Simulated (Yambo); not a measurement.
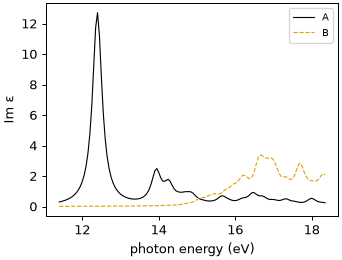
Figure. Two computed absorption spectra of LiF (rock salt, space group Fm-3m, No. 225) under isotropic strain of -3 % on all lattice vectors (Yambo, PBEsol bands with the same scissor, field along x)

Task: Which curve includes the electron-hole attraction (BSE), and where are its main peaks?

Result: Curve A: the attraction moves weight to lower energy (centre of the plotted range 13.5 eV against 16.8 eV). Its peaks lie at 12.4 eV, 13.9 eV. Settings: 10×10×10 mesh, 3 valence and 1 conduction bands, static screening with 9 bands and a 4 Ry block, scissor 4.75 eV, Tamm-Dancoff. The scissor comes from a G0W0 run whose convergence isn't established. Broadening 0.15 eV. The band window holds all transitions up to 21.3 eV. Fine structure above the onset can come from the mesh.

Geometry strained from the cell relaxed with PBEsol, atoms relaxed again; primitive cell a = b = c = 2.745 Å, α = β = γ = 60.00°.
